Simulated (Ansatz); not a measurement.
ZrAlH₄O₂Cl₃: several calculations on one system

**1. Relaxation**

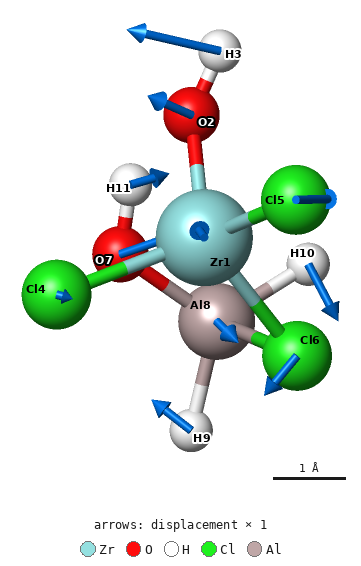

A relaxation of ZrAlH4O2Cl3. The starting structure is drawn; blue arrows show the displacements, at their true length. The two geometries are superimposed by the best rigid fit.

A ball-and-stick model, seen from a free direction.

The run prepares an end point of a later path (reaction) calculation, from a guessed geometry.

The calculation used RKS PBE/def2-SVP in Ansatz 0.2.0. Set-up: no spin polarisation; force threshold 0.03 eV/Å; at most 50 steps.

> Describe the change and its energy.

The energy falls by 116.5 kJ/mol in 22 accepted moves (25 points after the start). The largest force component goes from 2 to 0.02 eV/Å. The line search rejected the trial steps at points 15, 19, 23 of the run. The largest move after the best rigid fit is that of H3, 1.43 Å. By element the largest moves are H 1.43 Å, Cl 1.20 Å, O 1.16 Å, Al 0.51 Å, Zr 0.51 Å. Near-neighbour distances that change, for instance: Zr1–O7 3.251 → 2.132 Å, Cl6–Al8 2.758 → 2.289 Å, Zr1–H11 3.124 → 2.738 Å, Zr1–Cl6 2.410 → 2.704 Å. New bonds form, among them: Zr1–O7 (3.25 → 2.13 Å). Bond angles that change, for instance: O2–Zr1–Cl6 111.2° → 159.0°, Zr1–O2–H3 134.4° → 170.9°, Cl4–Zr1–Cl6 114.0° → 91.4°. Groups turn about O7–Al8 by about 95°, Zr1–Cl6 by about 35°.

**2. Relaxation**

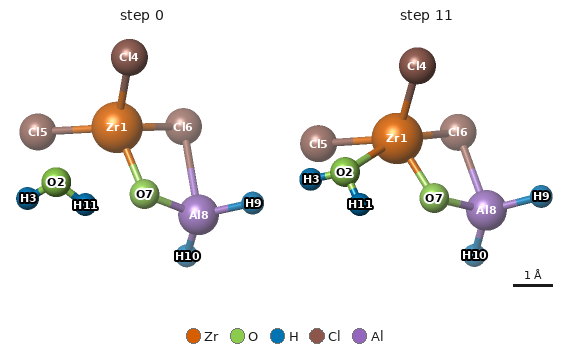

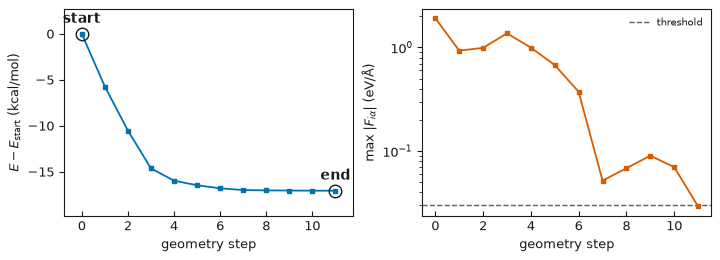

First and last geometry of a relaxation of ZrAlH$_{4}$O$_{2}$Cl$_{3}$, with the history of the run. Style: ball-and-stick. Shown at a tilt.

The run prepares an end point of a later path (reaction) calculation, from a guessed geometry.

Method: Ansatz, RKS PBE/def2-SVP. (no spin polarisation; force threshold 0.03 eV/Å; at most 50 steps)

### Read the history and describe the run.

It converged. The atom that moves furthest after the best rigid fit is H3 (0.60 Å). By element the largest moves are H 0.60 Å, O 0.53 Å, Zr 0.46 Å, Cl 0.39 Å, Al 0.19 Å. Among the contacts that change: Zr1–O2 3.250 → 2.326 Å, Zr1–H3 3.603 → 2.843 Å, Zr1–H11 3.097 → 2.785 Å, Cl6–Al8 2.725 → 2.478 Å. New bonds form, among them: Zr1–O2 (3.25 → 2.33 Å). Among the angles between lasting bonds that change: Cl5–Zr1–Cl6 108.1° → 99.0°, Cl5–Zr1–O7 115.0° → 120.3°, Cl6–Al8–H9 99.6° → 104.7°. Over 11 geometry steps the energy falls by 17.1 kcal/mol. The largest force component goes from 1.9 to 0.029 eV/Å.

Limits of the set-up: the start holds two separate molecules, 2.2 Å apart at their closest, whose relative position is a soft coordinate and is computed without a dispersion correction.

**3. Path**

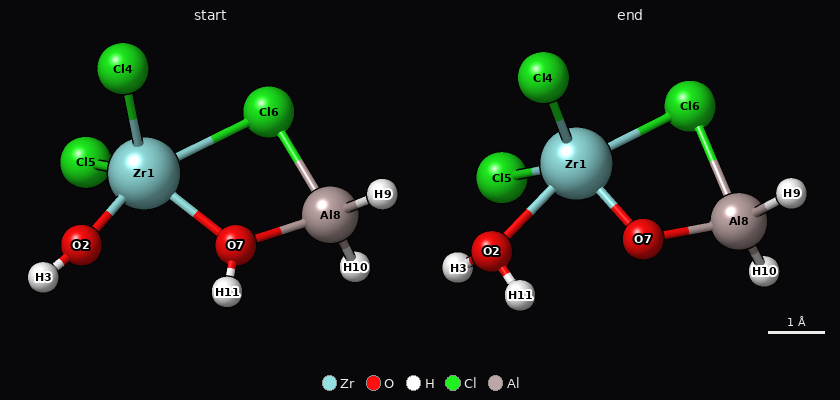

The two relaxed end points of a path for ZrAlH$_{4}$O$_{2}$Cl$_{3}$. A ball-and-stick model, seen at a tilt.

Level of theory: Ansatz, RKS PBE/def2-SVP.

Set-up: 5 movable images; climbing image; force threshold 0.05 eV/Å; iteration limit 60.

Start:
```xyz
11

Zr    0.1097   -0.1913    0.3517
O     0.4180    0.7199    1.9965
H     0.5098    1.3045    2.7632
Cl    1.7935    0.7348   -1.0143
Cl   -2.0306    0.6345   -0.2008
Cl   -0.2468   -2.2485   -1.3670
O     0.4307   -2.0293    1.3828
Al    0.2338   -3.6338    0.3912
H     1.6579   -4.3258    0.1962
H    -1.0744   -4.4034    0.8845
H     0.6599   -2.0029    2.3303
```

End:
```xyz
11

Zr    0.2280   -0.5961    0.1354
O     0.5966    0.4337    2.1883
H    -0.1903    0.9308    2.4963
Cl    2.1219    0.4357   -0.8461
Cl   -1.8548    0.5870    0.3664
Cl   -0.4676   -2.2874   -1.5946
O     0.5780   -2.1243    1.1877
Al    0.2384   -3.6974    0.3169
H     1.5499   -4.4451   -0.1945
H    -1.1023   -4.4071    0.8101
H     0.7638   -0.2711    2.8485
```

### Predict the minimum-energy path and its barrier.

The highest point, image 4, lies 69.7 kJ/mol above the start and 34.6 kJ/mol above the end; the end is at +35.1 kJ/mol relative to the start. A hydrogen atom shifts from one atom to another. Breaking: O7–H11 (0.98 → 1.25 at the top → 2.50 Å). Forming: O2–H11 (2.75 → 1.20 at the top → 0.98 Å). The band converged in 21 iterations, with a climbing image at the top. At the top, the vibrational analysis gives one imaginary mode (959i cm⁻¹), as a transition state must have.

Energies of the converged images:

```tsv
image	path (Å)	E (kJ/mol)
0	0.00	0.0
1	0.47	1.2
2	0.93	9.1
3	1.40	33.0
4	1.87	69.7
5	2.61	39.9
6	3.36	35.1
```

The geometry at the top of the path:

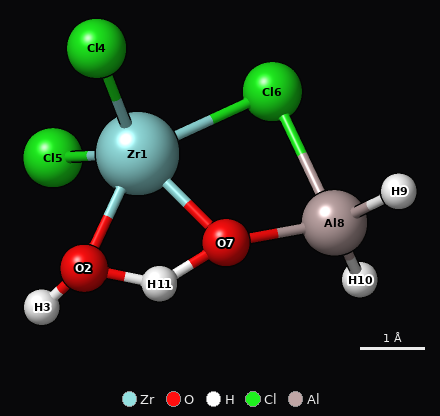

The run took 5.2 min on 4 threads of Arm Neoverse V1, on a shared host, peak memory 0.26 GiB.
